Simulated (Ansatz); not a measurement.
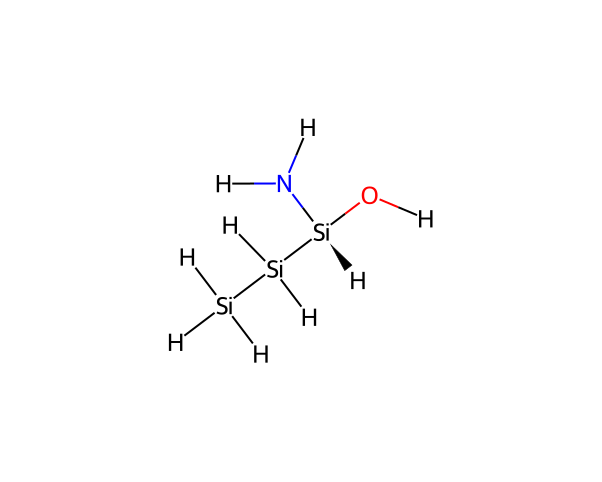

Structural formula above. The geometry was computed by an optimisation with PBE-D4/def2-SVP. No frequency run is at hand to confirm it as a minimum.

Describe the 3D structure.

Formula H₉NOSi₃. As SMILES it reads `N[Si@H](O)[SiH2][SiH3]`. It has no ring. Among its groups: Si–H bond, Si–O bond, Si–N bond. This geometry has C1 symmetry. Coordination, clear cases only: 3 Si tetrahedral; 1 O bent.

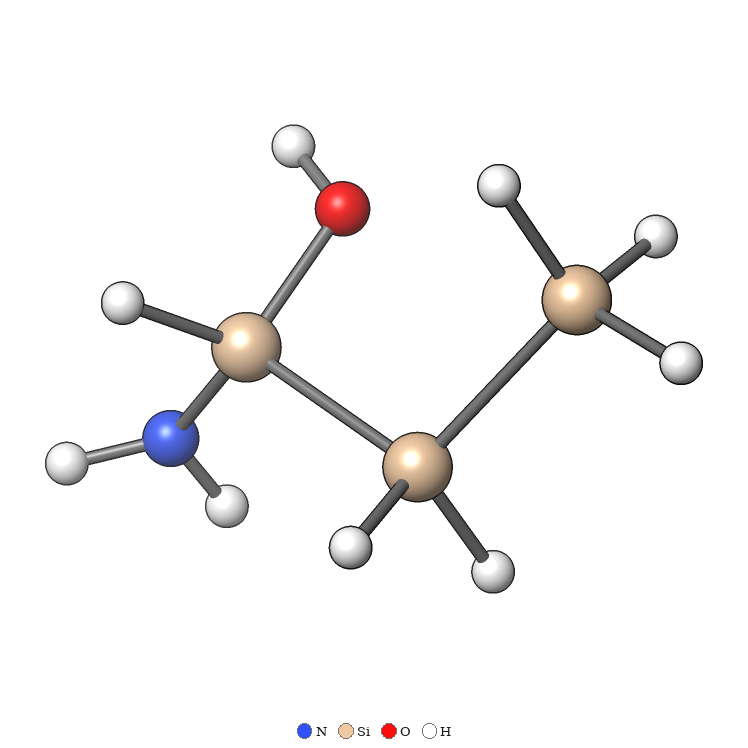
